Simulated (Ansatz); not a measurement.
# NH3 (SMILES N): CCSDT(Q)/3-21G

What is the energy change on altering one bond length of NH3 at CCSDT(Q)/3-21G? 

The calculation is run with Ansatz 0.2.0.

68 further runs of the same task are left out: 68 set aside as unsound or not needed.

## Step 1: The system as given

NH3 has 4 atoms, charge 0, and is taken as a singlet. SMILES: `N`. The coordinates come from a GFN2-xTB relaxation.

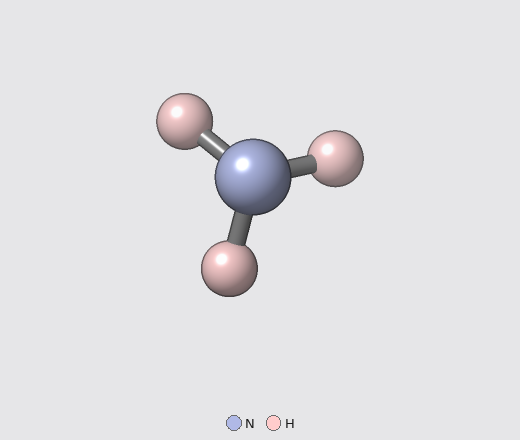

The structure, seen from a chosen angle (nitrogen light blue, hydrogen pink).

## Step 2: The energy at CCSDT(Q)/3-21G

File input.yaml:

```yaml
crystal:
  periodic: [false, false, false]
  atoms:
    - {symbol: N, position_ang: [-0.068160, 0.242830, 0.108060]}
    - {symbol: H, position_ang: [0.491930, -0.300470, 0.753380]}
    - {symbol: H, position_ang: [-0.891960, -0.300620, -0.118350]}
    - {symbol: H, position_ang: [0.468190, 0.358250, -0.743090]}
basis:
  gaussian: {orbitals: 3-21G.json}
correlation: {method: ccsdt_q, frozen_orbitals: {H: 0, "N": 1}}
accuracy: high
scf: {omitted_lower_state_checks: [cluster_reference, increment]}
```

The basis set 3-21G is read from a file made from the Basis Set Exchange's data (not shown).

On the command line:

```sh
$ ansatz run input.yaml --threads 1 --pin off --max-ram 2610MiB --events-out events.jsonl --progress --plain --runs-dir runs
```

Output (excerpt; [...] marks lines left out):

```text
Warning: RAYON_NUM_THREADS=1 ignored (pool sized by the plan → 1); use --threads N
Functional definition: HF
  name "HF"
[...]
291 factors; integrals over basis functions are off by at most 4.3e-9 eV
[...]
mean field -1520.32825372 eV, -55.8710328086 hartree, gradient 4.1e-8 eV, S^2 0.000000; 0 other end points of the search recorded, 0 dependent functions left out
1 core orbitals not correlated: weight in the atoms' cores, before any rotation towards them, 1.000 or more for the frozen orbitals, at most 0.000 for the correlated occupied ones
reference -1520.32825372 eV, -55.8710328086 hartree; 4, 4 occupied and 10, 10 virtual orbitals, 291 factors
second order -3.03425662 eV of doubles, -0.00000000 eV of singles
cycle   1  -3.24648536 eV  change   -2.1e-1 eV  update   3.9e-2
[...]
cycle  18  -3.43189123 eV  change   9.5e-10 eV  update  7.0e-10
perturbative correction -0.00310671 eV, -0.0001141696 hartree
Total energy: -1523.76325166 eV, -55.9972666545 hartree
Checks for a lower state left out: cluster_reference, increment
```

Wall time 0.12 s (1 thread of AMD EPYC 9R45 (Zen 5), shared host).

## Step 3: The distorted shape

File input.yaml:

```yaml
crystal:
  periodic: [false, false, false]
  atoms:
    - {symbol: N, position_ang: [-0.208170, 0.378643, -0.053256]}
    - {symbol: H, position_ang: [0.491930, -0.300470, 0.753380]}
    - {symbol: H, position_ang: [-1.031970, -0.164807, -0.279666]}
    - {symbol: H, position_ang: [0.328180, 0.494063, -0.904406]}
basis:
  gaussian:
    orbitals: 3-21G.json
magnetization:
  spin_polarized: false
correlation:
  method: ccsdt_q
  frozen_orbitals: {H: 0, "N": 1}
accuracy: high
scf:
  omitted_lower_state_checks: [cluster_reference, increment]
```

The basis set 3-21G is read from a file made from the Basis Set Exchange's data (not shown).

On the command line:

```sh
$ ansatz run input.yaml --threads 1 --pin off --max-ram 2610MiB --events-out events.jsonl --progress --plain --runs-dir runs
```

Output (excerpt; [...] marks lines left out):

```text
Warning: RAYON_NUM_THREADS=1 ignored (pool sized by the plan → 1); use --threads N
[... 2 set-up lines as earlier in the session ...]
[...]
290 factors; integrals over basis functions are off by at most 2.8e-9 eV
[...]
mean field -1519.39624944 eV, -55.8367822832 hartree, gradient 7.3e-8 eV, S^2 0.000000; 0 other end points of the search recorded, 0 dependent functions left out
1 core orbitals not correlated: weight in the atoms' cores, before any rotation towards them, 1.000 or more for the frozen orbitals, at most 0.000 for the correlated occupied ones
reference -1519.39624944 eV, -55.8367822832 hartree; 4, 4 occupied and 10, 10 virtual orbitals, 290 factors
second order -3.20056961 eV of doubles, -0.00000000 eV of singles
cycle   1  -3.42309282 eV  change   -2.2e-1 eV  update   4.8e-2
[...]
cycle  21  -3.67615531 eV  change   7.9e-11 eV  update  2.2e-10
perturbative correction -0.00355199 eV, -0.0001305332 hartree
Total energy: -1523.07595674 eV, -55.9720090322 hartree
Checks for a lower state left out: cluster_reference, increment
```

It took 0.12 s on 1 thread of AMD EPYC 9R45 (Zen 5), shared host.

## Step 4: Results

At CCSDT(Q)/3-21G, 1 core orbital frozen:

| quantity | value |
| --- | --- |
| first shape: total energy | -55.99727 Eh |
| first shape: correlation energy (1 core orbital frozen) | -126.2 mEh |
| first shape: T1 diagnostic | 0.006 |
| distorted shape: total energy | -55.97201 Eh |
| distorted shape: correlation energy (1 core orbital frozen) | -135.2 mEh |
| distorted shape: T1 diagnostic | 0.008 |
| energy change with the N1–H2 bond stretched from 1.013 to 1.266 Å | 0.687 eV |

In words: With the N1–H2 bond stretched from 1.013 to 1.266 Å the energy rises by 0.69 eV (66.3 kJ/mol). The first shape isn't relaxed at this level, so the change isn't measured from a minimum.
